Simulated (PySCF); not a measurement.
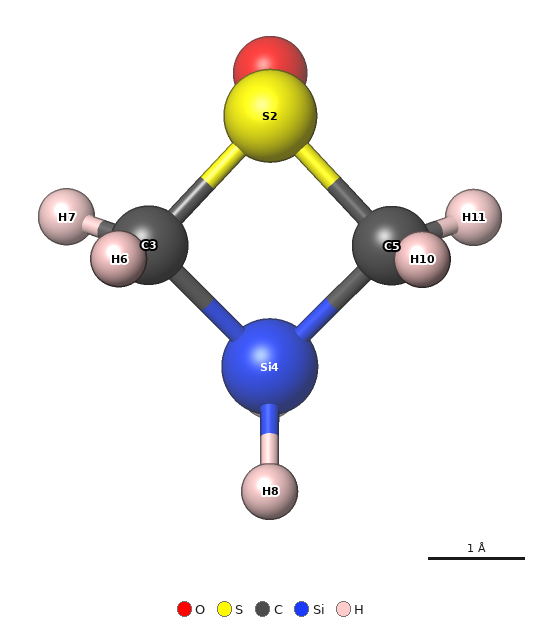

Fig. 1: The input geometry of run A (ball-and-stick view, seen at a tilt; atoms are numbered from 1 in the order of the input).

# What a change does: NMR shielding calculation on C2H6OSSi

System: C2H6OSSi, SMILES O=S1C[SiH2]C1.
Method of run A: GIAO HF/pcSseg-2 NMR shielding, non-relativistic, gas phase (PySCF 2.14.0).

The geometry comes from this level: PBE0-D3(BJ)/def2-SVP. Text and figures count atoms from 1; the logs count them from 0 in places.

The input, run A:
```
{"job": {"kind": "nmr", "xc": "HF", "basis": "pcSseg-2", "pop": false}, "charge": 0, "multiplicity": 1}
O      0.331316    -1.357894     1.694351
S      0.537031    -1.327160     0.208841
C     -0.977338    -0.484747    -0.479969
Si    -0.217090     1.219752    -0.144372
C      1.427708     0.276396    -0.128432
H     -1.080720    -0.725176    -1.551081
H     -1.853049    -0.852480     0.071905
H     -0.378295     2.226980    -1.236556
H     -0.603762     1.832790     1.154187
H      1.924147     0.227616    -1.111649
H      2.176272     0.423148     0.662185
```

The first line tells a small driver script what to run in PySCF; the rest is the geometry in Å.

Launched with:
```bash
OMP_NUM_THREADS=1 python <driver script> task.json out
```

Hardware: 1 CPU thread, shared host.

Output (run A):
```
final grid: 89528 points
cycle   1  E = -840.4204327604  dE =  9.274e-01  |g| = 7.819e-01  |ddm| = 2.453e+00
cycle   2  E = -840.4895515127  dE = -6.912e-02  |g| = 6.729e-01  |ddm| = 1.047e+00
cycle   3  E = -840.5766564247  dE = -8.710e-02  |g| = 8.230e-02  |ddm| = 4.733e-01
cycle   4  E = -840.5792336459  dE = -2.577e-03  |g| = 1.913e-02  |ddm| = 1.143e-01
cycle   5  E = -840.5793817464  dE = -1.481e-04  |g| = 5.552e-03  |ddm| = 2.561e-02
cycle   6  E = -840.5793942099  dE = -1.246e-05  |g| = 1.590e-03  |ddm| = 8.011e-03
cycle   7  E = -840.5793958986  dE = -1.689e-06  |g| = 5.367e-04  |ddm| = 3.393e-03
cycle   8  E = -840.5793961090  dE = -2.104e-07  |g| = 1.932e-04  |ddm| = 1.315e-03
cycle   9  E = -840.5793961418  dE = -3.282e-08  |g| = 8.253e-05  |ddm| = 5.420e-04
cycle  10  E = -840.5793961483  dE = -6.543e-09  |g| = 2.933e-05  |ddm| = 2.664e-04
cycle  11  E = -840.5793961492  dE = -9.045e-10  |g| = 8.055e-06  |ddm| = 1.048e-04
converged SCF energy = -840.5793961492

GIAO shielding tensors (ppm)
atom      isotropic    diamagn.    paramagn.     s11        s22        s33       span
  0 O      283.556     391.984    -108.428     86.642    270.243    493.785    407.143
  1 S      162.744    1048.252    -885.508     43.889    117.025    327.319    283.430
  2 C      153.804     253.356     -99.552    116.791    148.596    196.026     79.234
  3 Si     397.303     874.770    -477.467    361.412    388.793    441.705     80.293
  4 C      153.757     253.765    -100.007    116.635    148.574    196.063     79.428
  5 H       29.360      31.351      -1.991     26.367     27.568     34.146      7.779
  6 H       29.708      30.819      -1.111     26.411     27.634     35.081      8.670
  7 H       26.675      29.037      -2.363     23.875     24.624     31.525      7.650
  8 H       26.214      29.177      -2.963     23.900     24.397     30.344      6.444
  9 H       29.356      31.175      -1.819     26.358     27.566     34.145      7.787
 10 H       29.705      30.534      -0.829     26.406     27.631     35.078      8.672
```

For run B the input was changed thus:
```diff
-"xc": "HF"
+"xc": "LDA"
```

What does this change do to the results?

The total energies belong to different methods, so their difference says nothing on which is more stable or more accurate. The HOMO goes from −9.66 to −5.59 eV. The LUMO goes from 2.04 to −1.75 eV. The dipole moment goes from 4.55 to 3.65 D. Of all shieldings, the largest change is that of S2, by −174.9 ppm. The method changes from HF to LDA. Exact exchange removes part of the self-interaction error of semilocal functionals, which pushes filled and empty levels apart. The SCF takes 16 iterations against 11.

Output (run B):
```
coarse grid: 10232 points
cycle   1  E = -838.7879487609  dE =  6.346e-01  |g| = 1.062e+00  |ddm| = 2.558e+00
cycle   2  E = -835.6863301574  dE =  3.102e+00  |g| = 3.407e+00  |ddm| = 8.452e+00
cycle   3  E = -838.8590595341  dE = -3.173e+00  |g| = 7.502e-01  |ddm| = 8.293e+00
cycle   4  E = -838.9818587815  dE = -1.228e-01  |g| = 3.364e-01  |ddm| = 8.537e-01
cycle   5  E = -839.0081924866  dE = -2.633e-02  |g| = 6.360e-02  |ddm| = 2.920e-01
cycle   6  E = -839.0090508955  dE = -8.584e-04  |g| = 2.682e-02  |ddm| = 8.064e-02
cycle   7  E = -839.0091961906  dE = -1.453e-04  |g| = 8.213e-03  |ddm| = 2.244e-02
cycle   8  E = -839.0092123292  dE = -1.614e-05  |g| = 2.531e-03  |ddm| = 9.271e-03
cycle   9  E = -839.0092133592  dE = -1.030e-06  |g| = 1.030e-03  |ddm| = 1.819e-03
final grid: 89528 points
cycle  10  E = -839.0052122752  dE = -4.414e-05  |g| = 4.302e-03  |ddm| = 2.849e-02
cycle  11  E = -839.0051846148  dE =  2.766e-05  |g| = 1.203e-02  |ddm| = 1.188e-02
cycle  12  E = -839.0052153345  dE = -3.072e-05  |g| = 1.855e-03  |ddm| = 1.036e-02
cycle  13  E = -839.0052158941  dE = -5.596e-07  |g| = 6.592e-04  |ddm| = 1.926e-03
cycle  14  E = -839.0052159945  dE = -1.004e-07  |g| = 7.066e-05  |ddm| = 5.553e-04
cycle  15  E = -839.0052159954  dE = -9.177e-10  |g| = 3.249e-05  |ddm| = 9.946e-05
cycle  16  E = -839.0052159957  dE = -2.619e-10  |g| = 8.235e-06  |ddm| = 3.482e-05
converged SCF energy = -839.0052159957

GIAO shielding tensors (ppm)
atom      isotropic    diamagn.    paramagn.     s11        s22        s33       span
  0 O      178.497     390.581    -212.085   -128.147    209.777    453.860    582.008
  1 S      -12.134    1049.384   -1061.518   -163.538    -75.943    203.080    366.617
  2 C      135.722     255.733    -120.010     86.566    135.887    184.714     98.149
  3 Si     316.443     879.019    -562.575    268.991    296.876    383.463    114.471
  4 C      135.654     256.211    -120.557     86.369    135.857    184.736     98.367
  5 H       27.782      30.557      -2.775     25.222     27.155     30.970      5.748
  6 H       28.978      30.291      -1.313     26.048     27.811     33.074      7.027
  7 H       24.605      28.185      -3.580     21.636     23.593     28.586      6.950
  8 H       24.118      28.305      -4.188     22.077     22.569     27.707      5.631
  9 H       27.779      30.437      -2.658     25.213     27.151     30.972      5.759
 10 H       28.975      30.110      -1.135     26.045     27.805     33.076      7.031
```

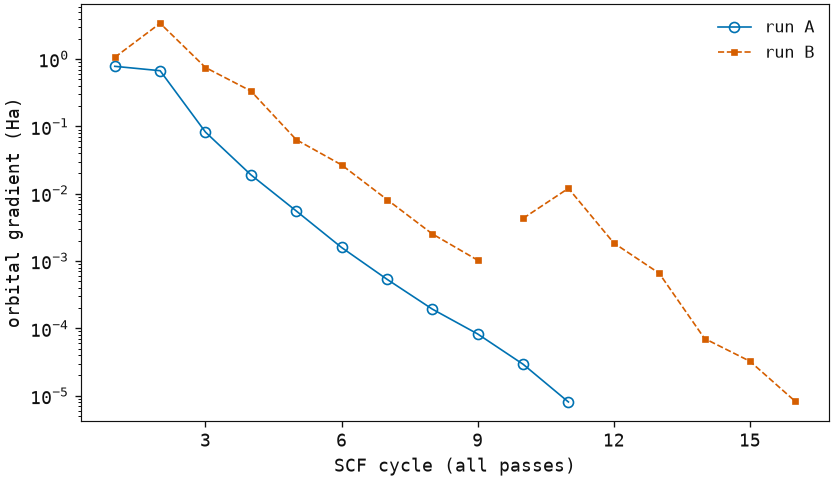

Fig. 2: Convergence of the two runs: orbital gradient against the SCF cycle. A break in a curve parts two SCF passes (coarse and final grid). Run A takes 11 cycles in all, and run B takes 16.

The two runs side by side:

```csv
quantity,run A,run B
outcome,converged,converged
total energy (hartree),−840.579396,−839.005216
HOMO (eV),−9.66,−5.59
LUMO (eV),2.04,−1.75
dipole moment (D),4.55,3.65
shielding of O1 (ppm),283.6,178.5
shielding of S2 (ppm),162.7,−12.1
shielding of C3 (ppm),153.8,135.7
shielding of Si4 (ppm),397.3,316.4
shielding of C5 (ppm),153.8,135.7
shielding of H8 (ppm),26.7,24.6
shielding of H9 (ppm),26.2,24.1
SCF iterations,11,16
basis functions,278,278
wall time (shared host),22 s,42 s
```
